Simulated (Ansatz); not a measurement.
# CH3OSi (charge −1): what the fields show

The calculation's input:

```
crystal:
  periodic: [false, false, false]
  atoms:
    - { symbol: O, position_ang: [1.10328, -1.8567, 1.06455] }
    - { symbol: C, position_ang: [0.73284, -1.19207, 0.08465] }
    - { symbol: Si, position_ang: [-0.23847, 0.39025, -0.04239] }
    - { symbol: H, position_ang: [-1.34322, -0.04725, -0.95049] }
    - { symbol: H, position_ang: [0.69574, 1.21158, -0.87346] }
    - { symbol: H, position_ang: [-0.95017, 1.4942, 0.71714] }
total_charge: -1
basis:
  gaussian: { orbitals: "6-31G*" }
hamiltonian:
  xc: b3lyp
  dispersion: d4
relax:
  f_tol: 0.015
  max_steps: 40
output:
  orbitals: {}
```

Command:

```sh
ansatz run input.yaml --threads 1 --pin off --max-ram 2048MiB --backend cpu --events-out ev --progress --plain --runs-dir out
```

The fields are those of the relaxed geometry.

At this geometry the atoms fall into two loosely joined parts; the highest occupied orbital lies above zero, a sign that basis and functional describe the outermost electron poorly.

All numbers below come from RKS B3LYP-D4/6-31G* (Ansatz 0.2.0).

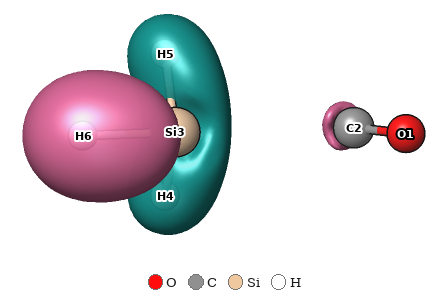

Figure 1. The HOMO−1 at ±0.15 Å⁻³ᐟ² (teal and pink are the two phases), seen across its widest extent.

Where does this orbital lie, and at what energy?

Answer. Its weight (Hirshfeld) is mainly on Si3 (about 40 %), H6 (about 35 %), H5 (about 10 %) and H4 (about 10 %). Its energy is −2.58 eV.

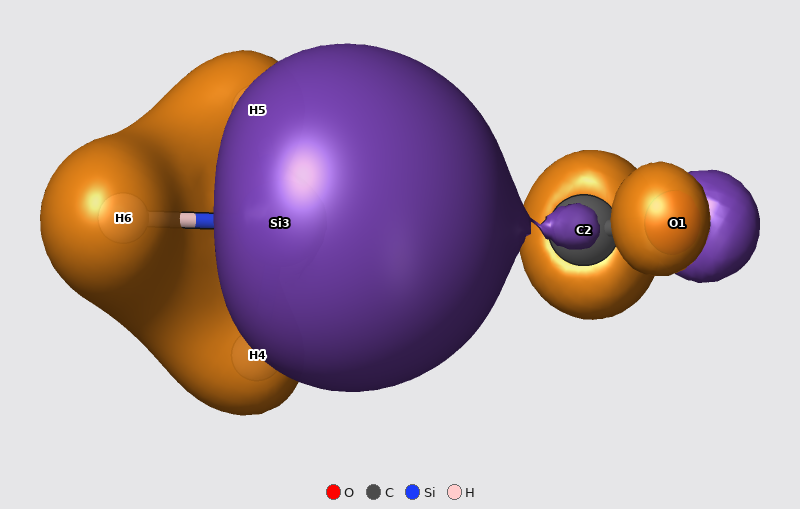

Figure 2. The HOMO at ±0.1 Å⁻³ᐟ² (orange and purple are the two phases), seen across its widest extent.

Describe this orbital and give its energy.

Answer. Its weight (Hirshfeld) is mainly on Si3 (about 70 %), C2 (about 10 %) and H6 (about 5 %). Its energy is 0.58 eV.
